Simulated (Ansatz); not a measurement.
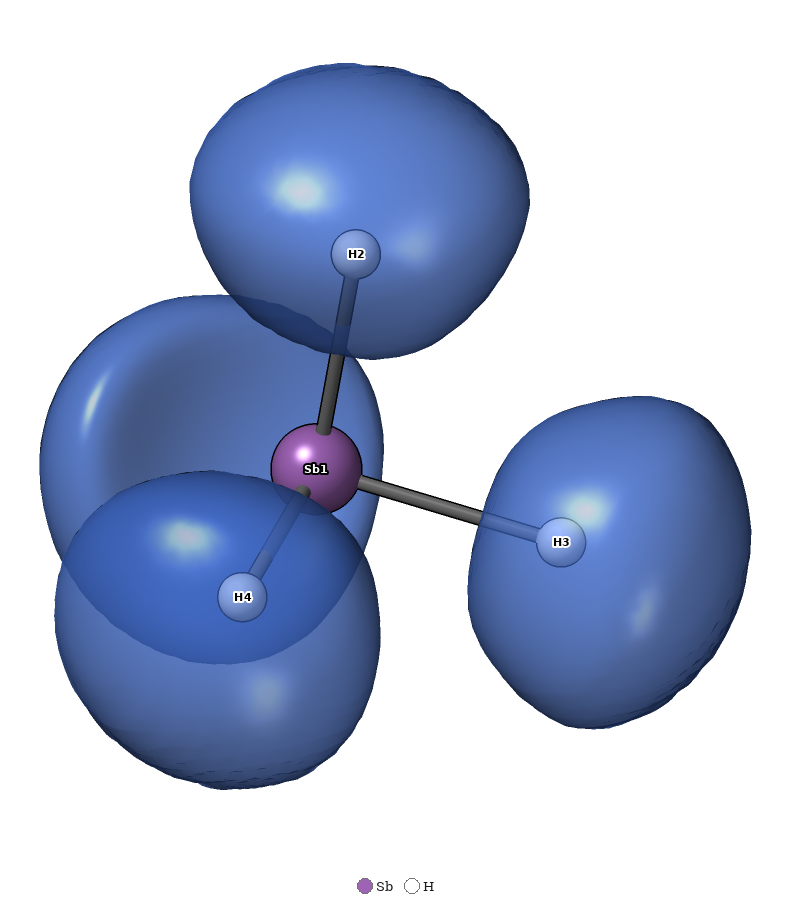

The picture shows: H$_{3}$Sb. Isosurface of the ELF at 0.85 (blue), seen at a tilt. Core shells and regions of very low density are left out.

Geometry: PBE0-D4/def2-TZVP; core potentials replace the inner electrons of Sb.

The calculation used RKS PBE0-D4/def2-TZVPPD (Ansatz 0.2.0).

Input file:

```
crystal:
  periodic: [false, false, false]
  atoms:
    - {symbol: Sb, position_ang: [0.276074, 0.834426, 1.130201]}
    - {symbol: H, position_ang: [0.451833, 0.113099, 2.671273]}
    - {symbol: H, position_ang: [1.310211, -0.327705, 0.426086]}
    - {symbol: H, position_ang: [-1.098461, -0.123720, 0.798404]}
basis:
  gaussian: {orbitals: "def2-TZVPPD.json"}
hamiltonian: {xc: pbe0, dispersion: d4}
output: {orbitals: {seedname: orbitals}}
```

Run with:

```sh
ansatz run in.yaml --threads 4 --pin off --events-out ev --progress --plain --max-ram 9574MiB
```

What do the ELF domains correspond to?

Answer. The surface consists of three regions around hydrogen nuclei and one lobe on Sb, pointing away from the bonds (lone pairs). Profiles from the grid: Sb–H (1.71 Å): the ELF climbs to about 1 towards the hydrogen.
